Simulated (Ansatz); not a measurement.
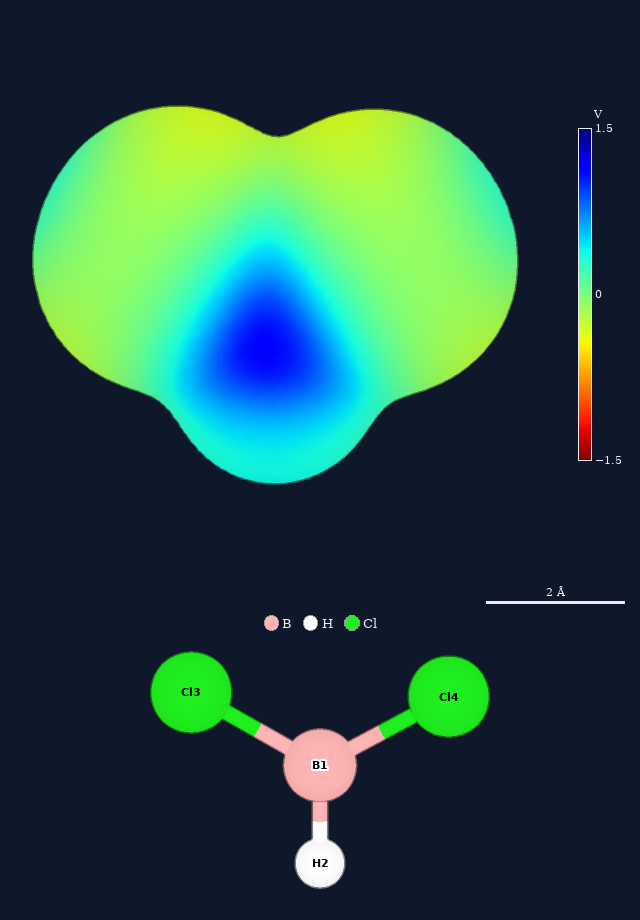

Figure 1: BCl2H. The electrostatic potential painted on the density surface at 0.001 e/bohr³, seen at a tilt; red is negative and blue positive. The bare structure is drawn below in the same view.

The calculation used Ansatz, RKS CAM-B3LYP/6-31G*.

Describe the electrostatic potential map.

The most negative region (about −0.3 V, or −7 kcal/mol for a unit charge) lies over Cl3 and Cl4, the most positive (about +1.1 V, or +25 kcal/mol for a unit charge) over B1.
